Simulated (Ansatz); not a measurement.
**Run report: HfN$_{3}$H$_{6}$Br, molecular dynamics**

System: HfN$_{3}$H$_{6}$Br.
Method: RKS BLYP-d3bj/def2-SVP (Ansatz 0.2.0).

The geometry comes from this level: PBE0-D4/def2-TZVP. Figures and captions count atoms from 1; the log counts them from 0 in places.

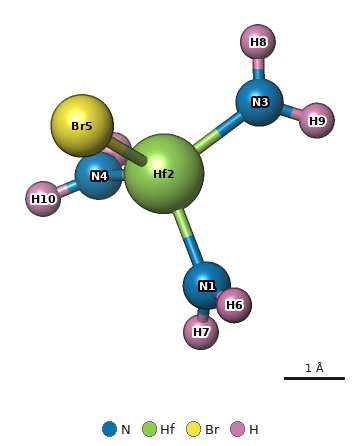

The starting structure (ball-and-stick view, seen at a tilt; atoms are numbered from 1 in the order of the input). Sticks mark near contacts. Bond lengths as drawn: Br–Hf 2.55 Å, Hf–N 2.02 Å and H–N 1.01 Å.

The input
```yaml
crystal:
  periodic: [false, false, false]
  atoms:
    - {symbol: N, position_ang: [-1.512686, 1.085147, 0.357104]}
    - {symbol: Hf, position_ang: [-0.036704, -0.010757, -0.491000]}
    - {symbol: N, position_ang: [1.716264, 0.795159, 0.122443]}
    - {symbol: N, position_ang: [-0.144273, -1.863022, 0.319092]}
    - {symbol: Br, position_ang: [-0.225309, -0.066137, -3.032824]}
    - {symbol: H, position_ang: [-1.801221, 2.002861, 0.044812]}
    - {symbol: H, position_ang: [-2.125087, 0.785279, 1.101646]}
    - {symbol: H, position_ang: [2.623721, 0.556478, -0.255084]}
    - {symbol: H, position_ang: [1.826508, 1.543553, 0.791051]}
    - {symbol: H, position_ang: [-0.832475, -2.561391, 0.070807]}
    - {symbol: H, position_ang: [0.511261, -2.267181, 0.971952]}
basis:
  gaussian: {orbitals: def2-SVP}
hamiltonian: {xc: {name: BLYP}, dispersion: d3bj}
md: {timestep: 0.5 fs, n_steps: 20, ensemble: nvt_langevin, temperature: 1000, initial_velocities: maxwell_boltzmann, friction: 0.01, seed: 278}
```

Run on 4 threads of Intel Xeon @ 2.90GHz, 31 GiB of memory available, shared host.

Launch command:
```bash
ansatz run in.yaml --threads 4 --pin off --events-out ev --progress --plain --max-ram 11315MiB
```

Log
```
Functional definition: BLYP
  name "BLYP"
  cite "Becke, Phys. Rev. A 38, 3098 (1988) doi:10.1103/PhysRevA.38.3098"
  cite "Lee, Yang & Parr, Phys. Rev. B 37, 785 (1988) doi:10.1103/PhysRevB.37.785"
  parameter beta = 0.0042
  parameter a = 0.04918
  parameter b = 0.132
  parameter c = 0.2533
  parameter d = 0.349
  exchange = b88_x(beta = beta)
  correlation = lyp_c(a = a, b = b, c = c, d = d)
1523 factors; their error is unknown
mean field evaluation 1: about -75884.4538 eV, gradient 1.2e2 eV
mean field evaluation 2: about -75704.1897 eV, gradient 2.7e2 eV
mean field evaluation 4: about -75911.0062 eV, gradient 2.5e1 eV
mean field evaluation 8: about -75912.8899 eV, gradient 7.6e-2 eV
mean field evaluation 16: about -75912.7553 eV, gradient 4.6e-4 eV
mean field -75912.75534994 eV, -2789.7423035964 hartree, gradient 3.2e-5 eV, S^2 0.000000; 0 other end points of the search recorded, 0 dependent functions left out
the calculation of the forces begins
reference -75912.75582454 eV, -2789.7423210379 hartree; 37, 37 occupied and 99, 99 virtual orbitals, 1523 factors
md step     0: t =     0.00 fs  T =   909.1 K  F+E_penalty+E_count = -75913.28031977 eV  E_kin = 1.292600 eV  (30 SCF iters)
these checks for a lower state are left out or cut short: starts, cluster_reference, orbital_swaps, neighbouring_geometries, increment
1523 factors; their error is unknown
mean field -75912.64768914 eV, -2789.7383471353 hartree, gradient 1.8e-5 eV, S^2 0.000000; 0 other end points of the search recorded, 0 dependent functions left out
[... from here on the field's lines of each further geometry are left out, up to the last ...]
md step     1: t =     0.50 fs  T =   791.7 K  F+E_penalty+E_count = -75913.17351868 eV  E_kin = 1.125715 eV  (31 SCF iters, 3 dispersion substeps)
md step     2: t =     1.00 fs  T =   649.5 K  F+E_penalty+E_count = -75912.99335849 eV  E_kin = 0.923493 eV  (31 SCF iters, 3 dispersion substeps)
md step     3: t =     1.50 fs  T =   537.7 K  F+E_penalty+E_count = -75912.82330430 eV  E_kin = 0.764571 eV  (31 SCF iters, 3 dispersion substeps)
md step     4: t =     2.00 fs  T =   502.2 K  F+E_penalty+E_count = -75912.75776431 eV  E_kin = 0.714083 eV  (31 SCF iters, 3 dispersion substeps)
md step     5: t =     2.50 fs  T =   548.9 K  F+E_penalty+E_count = -75912.82341751 eV  E_kin = 0.780515 eV  (33 SCF iters, 3 dispersion substeps)
md step     6: t =     3.00 fs  T =   686.0 K  F+E_penalty+E_count = -75912.95806401 eV  E_kin = 0.975341 eV  (31 SCF iters, 3 dispersion substeps)
md step     7: t =     3.50 fs  T =   763.9 K  F+E_penalty+E_count = -75913.06909423 eV  E_kin = 1.086194 eV  (32 SCF iters, 3 dispersion substeps)
md step     8: t =     4.00 fs  T =   848.7 K  F+E_penalty+E_count = -75913.09780358 eV  E_kin = 1.206789 eV  (31 SCF iters, 3 dispersion substeps)
md step     9: t =     4.50 fs  T =   774.8 K  F+E_penalty+E_count = -75913.03143685 eV  E_kin = 1.101653 eV  (32 SCF iters, 3 dispersion substeps)
md step    10: t =     5.00 fs  T =   685.5 K  F+E_penalty+E_count = -75912.90058661 eV  E_kin = 0.974615 eV  (31 SCF iters, 3 dispersion substeps)
md step    11: t =     5.50 fs  T =   588.3 K  F+E_penalty+E_count = -75912.75197695 eV  E_kin = 0.836425 eV  (31 SCF iters, 3 dispersion substeps)
md step    12: t =     6.00 fs  T =   481.6 K  F+E_penalty+E_count = -75912.62650126 eV  E_kin = 0.684754 eV  (31 SCF iters, 3 dispersion substeps)
md step    13: t =     6.50 fs  T =   450.8 K  F+E_penalty+E_count = -75912.55221286 eV  E_kin = 0.640929 eV  (32 SCF iters, 3 dispersion substeps)
md step    14: t =     7.00 fs  T =   442.8 K  F+E_penalty+E_count = -75912.53028573 eV  E_kin = 0.629620 eV  (31 SCF iters, 3 dispersion substeps)
md step    15: t =     7.50 fs  T =   450.7 K  F+E_penalty+E_count = -75912.57099284 eV  E_kin = 0.640767 eV  (32 SCF iters, 3 dispersion substeps)
md step    16: t =     8.00 fs  T =   509.2 K  F+E_penalty+E_count = -75912.67331668 eV  E_kin = 0.724077 eV  (32 SCF iters, 3 dispersion substeps)
md step    17: t =     8.50 fs  T =   619.4 K  F+E_penalty+E_count = -75912.80707001 eV  E_kin = 0.880737 eV  (31 SCF iters, 3 dispersion substeps)
md step    18: t =     9.00 fs  T =   720.6 K  F+E_penalty+E_count = -75912.93727424 eV  E_kin = 1.024633 eV  (31 SCF iters, 3 dispersion substeps)
md step    19: t =     9.50 fs  T =   815.3 K  F+E_penalty+E_count = -75913.01724760 eV  E_kin = 1.159252 eV  (52 SCF iters, 3 dispersion substeps)
the calculation of the forces begins
reference -75912.47933043 eV, -2789.7321600665 hartree; 37, 37 occupied and 99, 99 virtual orbitals, 1523 factors
1523 factors; their error is unknown
mean field evaluation 192: about -75912.4789 eV, gradient 1.8e-5 eV
mean field -75912.47885999 eV, -2789.7321427782 hartree, gradient 1.8e-5 eV, S^2 0.000000; 1 other end points of the search recorded, 0 dependent functions left out
the calculation of the forces begins
reference -75912.47933043 eV, -2789.7321600665 hartree; 37, 37 occupied and 99, 99 virtual orbitals, 1523 factors
md step    20: t =    10.00 fs  T =   791.8 K  F+E_penalty+E_count = -75913.00773317 eV  E_kin = 1.125810 eV  (51 SCF iters, 3 dispersion substeps)
```

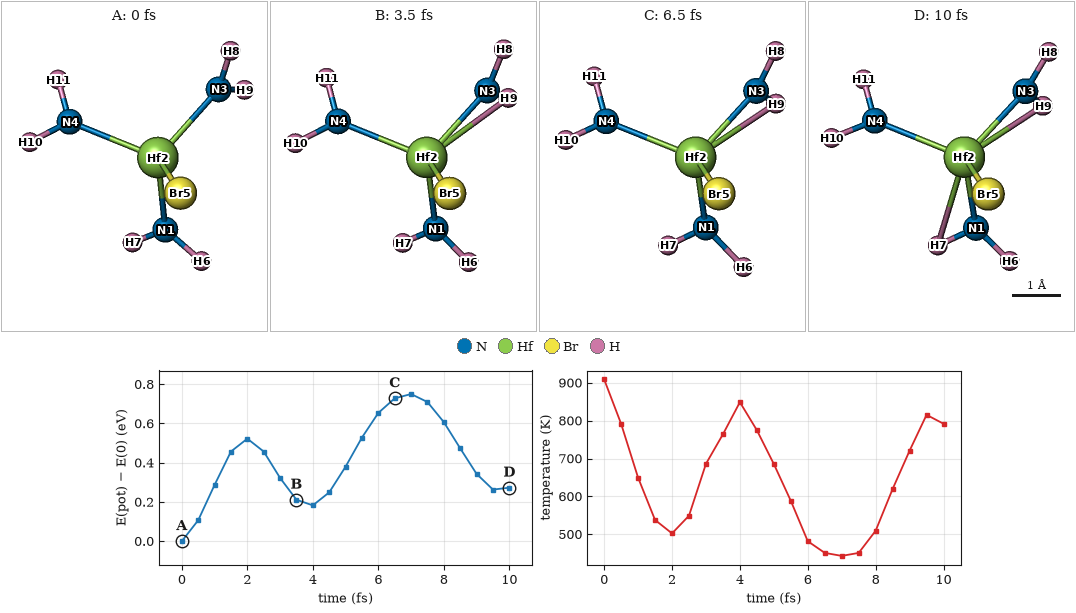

Frames of the molecular dynamics (ball-and-stick, seen at a tilt) above the curves, on which the letters mark them. The trajectory kept here has 21 frames over 10 fs. The temperature starts at 909 K, ranges from 443 to 909 K and averages 596 K over the second half. The potential energy ends 0.273 eV above its first value. After an unweighted best fit of the last frame on the first, the root-mean-square displacement is 0.16 Å, and H9 has moved furthest (0.30 Å).

```
Total energy: -75913.00820361 eV, -2789.7515957976 hartree
Atom 0 at    -1.445737     1.117000     0.262634 Å, force    -1.397091     0.352077     1.003887 eV/Å
Atom 1 at    -0.022815    -0.006558    -0.496154 Å, force     0.715466    -1.785089    -1.174283 eV/Å
Atom 2 at     1.675413     0.866855     0.069333 Å, force     0.206421     0.045492     0.101110 eV/Å
Atom 3 at    -0.087751    -1.860263     0.397270 Å, force    -1.392997     0.170942    -0.983379 eV/Å
Atom 4 at    -0.251220    -0.074641    -3.031942 Å, force    -0.024985    -0.050192    -0.355960 eV/Å
Atom 5 at    -1.824075     2.025495     0.046087 Å, force    -0.047752     0.918357    -0.377568 eV/Å
Atom 6 at    -2.161468     0.690331     0.856230 Å, force    -0.133530    -0.227904     0.326571 eV/Å
Atom 7 at     2.662123     0.933001    -0.130536 Å, force     0.641799    -0.054826    -0.211011 eV/Å
Atom 8 at     1.429035     1.585154     0.736316 Å, force     0.100319     0.756745     0.659844 eV/Å
Atom 9 at    -0.737671    -2.649908     0.247414 Å, force    -0.136009     0.327615    -0.238323 eV/Å
Atom 10 at     0.569992    -2.232271     1.033611 Å, force     1.468359    -0.453217     1.249112 eV/Å
Dipole moment:    -0.024850     0.096833     0.687041 e Å
```

Trajectory as extended XYZ (Å, eV, eV/Å), 9 of the 21 frames kept, from step=0 to step=20
```
11
Properties=species:S:1:pos:R:3:forces:R:3 step=0 time_fs=0.0 energy=-75913.28032 temperature=909.1
N    -1.5127    1.0851    0.3571    0.3072  -0.2188  -0.0617
Hf   -0.0367   -0.0108   -0.4910   -0.0268  -0.0078  -0.3703
N     1.7163    0.7952    0.1224   -0.3460  -0.1618  -0.0139
N    -0.1443   -1.8630    0.3191    0.0287   0.3769  -0.0536
Br   -0.2253   -0.0661   -3.0328   -0.0264  -0.0077  -0.3510
H    -1.8012    2.0029    0.0448   -0.2333   0.6822  -0.2218
H    -2.1251    0.7853    1.1016   -0.4864  -0.1719   0.5496
H     2.6237    0.5565   -0.2551    0.6847  -0.1606  -0.2725
H     1.8265    1.5436    0.7911    0.1410   0.5577   0.4877
H    -0.8325   -2.5614    0.0708   -0.5011  -0.5356  -0.1758
H     0.5113   -2.2672    0.9720    0.4584  -0.3526   0.4833
11
Properties=species:S:1:pos:R:3:forces:R:3 step=2 time_fs=1.0 energy=-75912.99336 temperature=649.5
N    -1.5049    1.0888    0.3457    2.2783  -2.5908  -0.3149
Hf   -0.0353   -0.0105   -0.4905   -0.0256  -0.3057  -0.5671
N     1.7084    0.8010    0.1152    0.2410  -1.3240  -1.1810
N    -0.1375   -1.8631    0.3285   -1.2338  -0.4305  -0.6716
Br   -0.2284   -0.0672   -3.0321   -0.0239  -0.0101  -0.3469
H    -1.8005    1.9480    0.0771   -1.1982   3.9963  -1.4133
H    -2.0970    0.7968    1.0576   -1.6413  -1.0074   2.1056
H     2.6419    0.5820   -0.2501    0.0716   0.0319   0.0068
H     1.7642    1.5225    0.7776    0.3080   1.6424   1.4724
H    -0.8550   -2.5849    0.0713    0.5729   0.5262   0.2205
H     0.5174   -2.2690    0.9702    0.6512  -0.5285   0.6895
11
Properties=species:S:1:pos:R:3:forces:R:3 step=5 time_fs=2.5 energy=-75912.82342 temperature=548.9
N    -1.4884    1.0904    0.3285    2.2644  -2.6412  -0.1472
Hf   -0.0327   -0.0094   -0.4898    0.0192  -0.7799  -0.8929
N     1.6971    0.8066    0.1059    1.4465  -1.2438  -1.3076
N    -0.1299   -1.8629    0.3402   -1.7479  -1.3280  -0.6912
Br   -0.2316   -0.0681   -3.0313   -0.0206  -0.0144  -0.3497
H    -1.8200    1.9385    0.0970   -1.3746   4.5743  -1.6097
H    -2.0908    0.7992    1.0269   -1.7495  -1.3213   2.3386
H     2.6738    0.6230   -0.2425   -0.9262   0.2914   0.4288
H     1.6768    1.5239    0.7819    0.3435   1.4816   1.3199
H    -0.8742   -2.6143    0.0783    1.4539   1.3692   0.5474
H     0.5420   -2.2688    0.9811    0.2913  -0.3879   0.3636
11
Properties=species:S:1:pos:R:3:forces:R:3 step=8 time_fs=4.0 energy=-75913.09780 temperature=848.7
N    -1.4692    1.0876    0.3091   -1.7374   1.6329   0.7616
Hf   -0.0302   -0.0085   -0.4894    0.2462  -1.2245  -1.1846
N     1.6894    0.8136    0.0972    1.5104   0.3111   0.1119
N    -0.1236   -1.8634    0.3503   -0.7014  -1.5463   0.1384
Br   -0.2344   -0.0690   -3.0305   -0.0177  -0.0225  -0.3588
H    -1.8679    2.0227    0.0814    0.5476  -0.2949  -0.2795
H    -2.1245    0.7779    1.0294   -0.0587  -0.4607   0.3462
H     2.6833    0.6838   -0.2270   -0.9808   0.2979   0.4748
H     1.5928    1.5537    0.8061    0.5092   0.0512  -0.0594
H    -0.8473   -2.6194    0.1038    1.1241   1.1264   0.4067
H     0.5742   -2.2813    1.0005   -0.4415   0.1295  -0.3574
11
Properties=species:S:1:pos:R:3:forces:R:3 step=10 time_fs=5.0 energy=-75912.90059 temperature=685.5
N    -1.4573    1.0868    0.2960   -3.8658   3.2563   1.5749
Hf   -0.0289   -0.0079   -0.4895    0.4506  -1.4794  -1.3374
N     1.6857    0.8200    0.0908    1.1085   1.2270   1.0334
N    -0.1199   -1.8634    0.3570    0.2501  -1.2579   0.7080
Br   -0.2364   -0.0696   -3.0302   -0.0164  -0.0302  -0.3640
H    -1.8944    2.0897    0.0676    1.3847  -2.3171   0.2201
H    -2.1538    0.7605    1.0350    0.9753   0.1136  -0.8134
H     2.6818    0.7254   -0.2098   -0.7070   0.2574   0.3881
H     1.5407    1.5770    0.8215    0.7073  -0.7685  -0.8640
H    -0.8176   -2.6124    0.1238    0.5240   0.5690   0.1852
H     0.5912   -2.2880    1.0161   -0.8111   0.4298  -0.7309
11
Properties=species:S:1:pos:R:3:forces:R:3 step=12 time_fs=6.0 energy=-75912.62650 temperature=481.6
N    -1.4486    1.0887    0.2847   -4.9659   3.8543   2.0498
Hf   -0.0280   -0.0073   -0.4901    0.6390  -1.6631  -1.4059
N     1.6833    0.8284    0.0843    0.2707   1.8530   1.7756
N    -0.1159   -1.8642    0.3634    1.1663  -0.4967   1.1001
Br   -0.2390   -0.0703   -3.0304   -0.0156  -0.0376  -0.3638
H    -1.9098    2.1337    0.0561    1.7275  -3.1358   0.4151
H    -2.1794    0.7420    1.0258    1.5445   0.4569  -1.3824
H     2.6696    0.7647   -0.1903   -0.0099   0.1901   0.1758
H     1.5012    1.5997    0.8312    0.8647  -1.3090  -1.3926
H    -0.7858   -2.6004    0.1458   -0.3234  -0.2799  -0.1164
H     0.5978   -2.2884    1.0297   -0.8980   0.5679  -0.8554
11
Properties=species:S:1:pos:R:3:forces:R:3 step=15 time_fs=7.5 energy=-75912.57099 temperature=450.7
N    -1.4419    1.0969    0.2719   -5.1598   3.7403   2.0408
Hf   -0.0264   -0.0068   -0.4916    0.7996  -1.8368  -1.3770
N     1.6820    0.8405    0.0765   -1.0088   1.9812   2.1345
N    -0.1073   -1.8668    0.3741    1.6241   0.7633   0.9679
Br   -0.2428   -0.0721   -3.0312   -0.0172  -0.0445  -0.3512
H    -1.9031    2.1394    0.0459    1.7118  -3.1115   0.4410
H    -2.1983    0.7173    0.9776    1.6548   0.6027  -1.3665
H     2.6510    0.8325   -0.1598    1.2248   0.0957  -0.2011
H     1.4607    1.6130    0.8162    0.8628  -1.3418  -1.3877
H    -0.7495   -2.5958    0.1848   -1.2986  -1.2506  -0.4537
H     0.5940   -2.2752    1.0343   -0.3935   0.4019  -0.4470
11
Properties=species:S:1:pos:R:3:forces:R:3 step=18 time_fs=9.0 energy=-75912.93727 temperature=720.6
N    -1.4422    1.1083    0.2650   -3.6675   2.5237   1.4436
Hf   -0.0244   -0.0066   -0.4940    0.7831  -1.8514  -1.2830
N     1.6781    0.8551    0.0723   -0.7116   1.0738   1.2307
N    -0.0956   -1.8640    0.3876   -0.0222   0.7240  -0.2088
Br   -0.2475   -0.0735   -3.0316   -0.0213  -0.0484  -0.3523
H    -1.8660    2.0839    0.0448    1.0681  -1.6539   0.1701
H    -2.1829    0.7012    0.9085    0.8901   0.2848  -0.5692
H     2.6524    0.8947   -0.1378    1.1923   0.0353  -0.2652
H     1.4351    1.5968    0.7734    0.5315  -0.3622  -0.4146
H    -0.7391   -2.6206    0.2240   -0.8330  -0.5810  -0.3676
H     0.5779   -2.2493    1.0292    0.7906  -0.1447   0.6163
11
Properties=species:S:1:pos:R:3:forces:R:3 step=20 time_fs=10.0 energy=-75913.00773 temperature=791.8
N    -1.4457    1.1170    0.2626   -1.3971   0.3521   1.0039
Hf   -0.0228   -0.0066   -0.4962    0.7155  -1.7851  -1.1743
N     1.6754    0.8669    0.0693    0.2064   0.0455   0.1011
N    -0.0878   -1.8603    0.3973   -1.3930   0.1709  -0.9834
Br   -0.2512   -0.0746   -3.0319   -0.0250  -0.0502  -0.3560
H    -1.8241    2.0255    0.0461   -0.0478   0.9184  -0.3776
H    -2.1615    0.6903    0.8562   -0.1335  -0.2279   0.3266
H     2.6621    0.9330   -0.1305    0.6418  -0.0548  -0.2110
H     1.4290    1.5852    0.7363    0.1003   0.7567   0.6598
H    -0.7377   -2.6499    0.2474   -0.1360   0.3276  -0.2383
H     0.5700   -2.2323    1.0336    1.4684  -0.4532   1.2491
```

Summary

```json
{"quantity": "outcome", "value": "finished"}
{"quantity": "mean temperature over the second half", "value": "596 K"}
{"quantity": "trajectory", "value": "20 steps, 10 fs"}
{"quantity": "ensemble", "value": "nvt_langevin"}
{"quantity": "temperature in the input", "value": "1000 K"}
{"quantity": "time step", "value": "0.5 fs"}
{"quantity": "potential energy (last step)", "value": "−75913.0082 eV"}
{"quantity": "mean-field energy (last step)", "value": "−75912.4793 eV"}
{"quantity": "dispersion energy (last step)", "value": "−0.5289 eV"}
{"quantity": "SCF solution under orbital rotations (last step)", "value": "stable"}
{"quantity": "largest force (length of the vector) (last step)", "value": "2.253 eV/Å"}
{"quantity": "dipole moment (last step)", "value": "3.33 D"}
{"quantity": "wall time", "value": "32 s (CPU time 2 min)"}
{"quantity": "peak memory", "value": "0.23 GiB"}
```

So short a trajectory is not equilibrated. The logged temperature at the start can lie below the typed one, since it is counted over all degrees of freedom. The temperature stays far from the 1000 K of the thermostat over the second half: the run isn't equilibrated.
